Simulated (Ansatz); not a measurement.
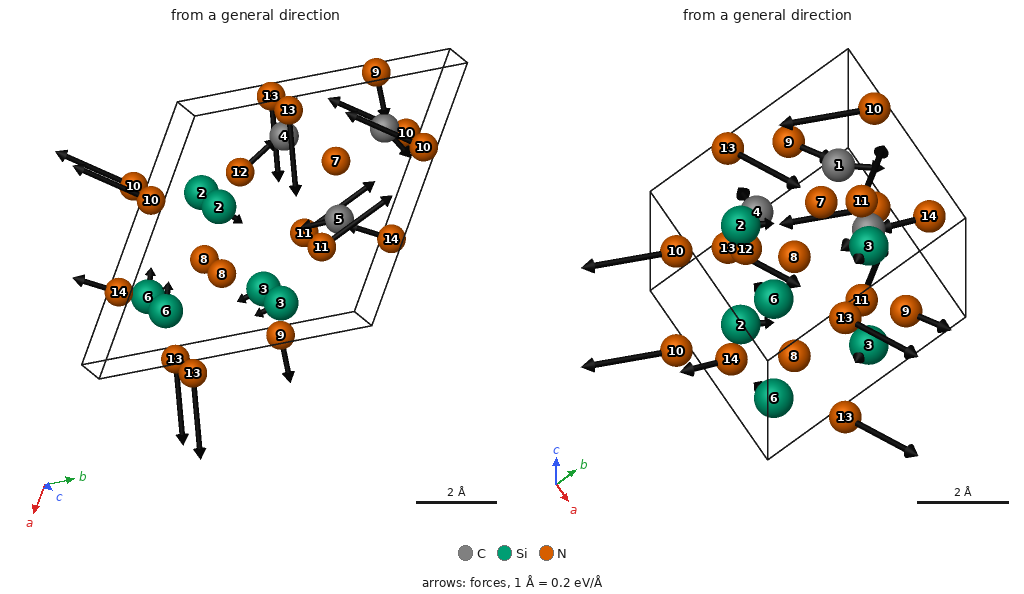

Structure drawing (spheres-only), viewed from two general directions. Thin lines show the simulation cell, with boundary atoms drawn in all their periodic places. The arrows are the computed forces on the atoms.

System: Si3C3N8. The numbers come from DFT, HSE06, plane waves, PAW in Ansatz, using a cutoff energy of 420 eV, the zone sampled with 3×3×6 points, no spin polarisation.

**Do the forces show a relaxed structure?**

No. The atoms still feel forces of up to about 0.37 eV/Å, far above a usual threshold of 0.01 to 0.03 eV/Å.

**Name the atom under the greatest force.**

N10, N11 and N13, about 0.37 eV/Å.

Provenance: a structure type filled with these elements by a generator (whether the compound takes this form wasn't checked). Earlier steps of the study may have refined or changed the cell and positions. Ansatz was used for an electronic-structure calculation on it.
